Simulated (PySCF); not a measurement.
C$_{5}$H$_{11}$O (charge −1)

```yaml
atoms:
  - { symbol: C, position_ang: [-0.6473, 1.1410, 0.8683] }
  - { symbol: C, position_ang: [-0.4917, -0.2466, 0.2554] }
  - { symbol: C, position_ang: [-1.7384, -0.6266, -0.5335] }
  - { symbol: C, position_ang: [0.7587, -0.4048, -0.7246] }
  - { symbol: C, position_ang: [2.0548, -0.0751, 0.1095] }
  - { symbol: O, position_ang: [0.7953, -1.5605, -1.3248] }
  - { symbol: H, position_ang: [-1.6005, 1.2268, 1.3998] }
  - { symbol: H, position_ang: [0.1520, 1.3576, 1.5750] }
  - { symbol: H, position_ang: [-0.6262, 1.8996, 0.0849] }
  - { symbol: H, position_ang: [-0.3558, -0.9830, 1.0576] }
  - { symbol: H, position_ang: [-2.5960, -0.8326, 0.1131] }
  - { symbol: H, position_ang: [-2.0052, 0.1726, -1.2256] }
  - { symbol: H, position_ang: [-1.4856, -1.5141, -1.1121] }
  - { symbol: H, position_ang: [0.6557, 0.4944, -1.4483] }
  - { symbol: H, position_ang: [2.0933, 0.9669, 0.4324] }
  - { symbol: H, position_ang: [2.9204, -0.2776, -0.5192] }
  - { symbol: H, position_ang: [2.1095, -0.7258, 0.9821] }
```

Geometry: GFN2-xTB.

Method: PBE0/def2-SVPD, SCF density, gas phase in PySCF 2.14.0.

What can the converged electron density and electron localisation function tell about the bonding?

C–C (1.52 Å): ρ is about 1.6 e/Å³ halfway; the ELF peaks at about 0.95 between the atoms: a shared electron pair.
C–H (1.09 Å): the density is about 1.9 e/Å³ at the midpoint; the ELF climbs to about 1 towards the hydrogen, as it does in any bond to H; an ordinary covalent bond to hydrogen.
C–C (1.58 Å): ρ at the midpoint is about 1.5 e/Å³; the ELF peaks at about 0.95 between the atoms (localised, covalent bonding).

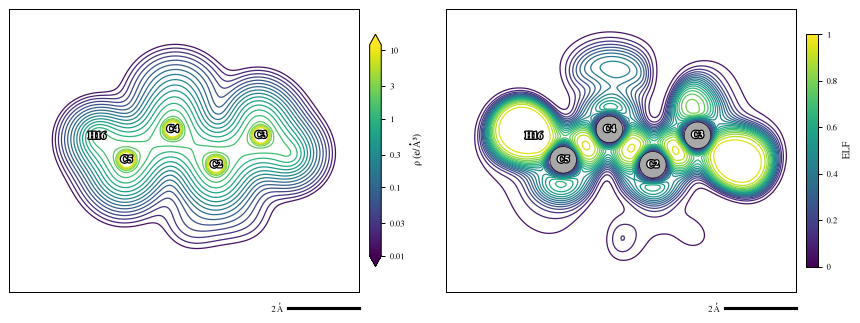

Computed electron density and electron localisation function on the plane of atoms C3, C2 and C4, in this order. Grey discs cover the atomic cores in the ELF map. 
